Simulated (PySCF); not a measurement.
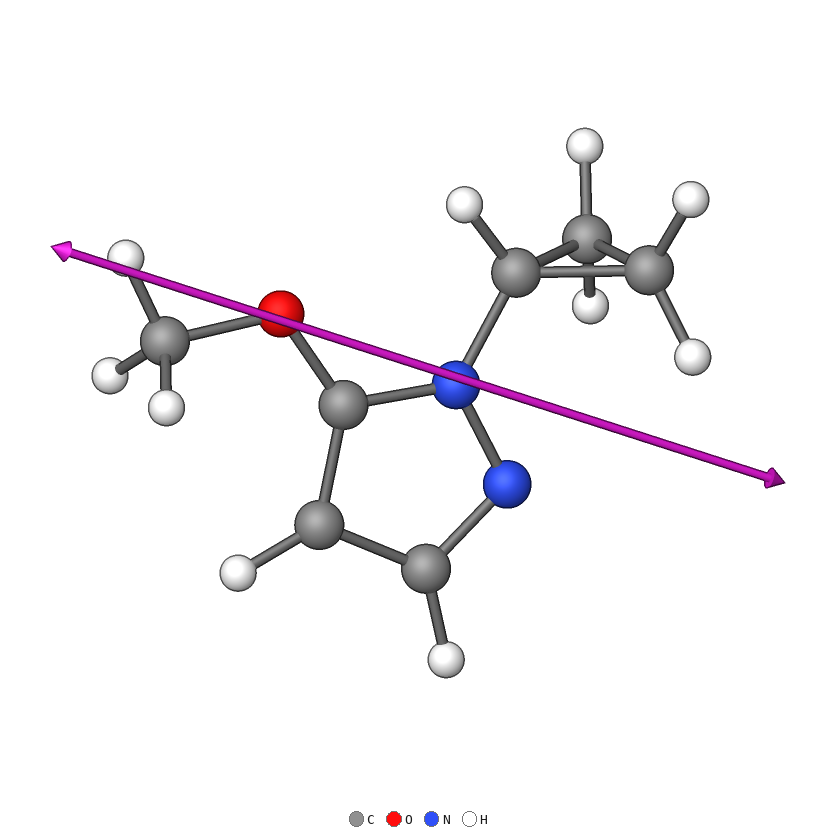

The double arrow shows the direction of the transition dipole to excited singlet state 2 (its length means nothing). The computed structure is the end point of a PBE0-D3(BJ)/def2-SVP optimisation. No frequency run is at hand to confirm it as a minimum. Method: TDDFT PBE0/def2-SVPD, vertical, gas phase, core orbitals frozen in the response (PySCF 2.14.0).

Question. Give its energy, strength and character.

Answer. 6.35 eV (195 nm), oscillator strength 0.11, mainly HOMO → LUMO+1 (weight 0.70); transition dipole 2.13 D.
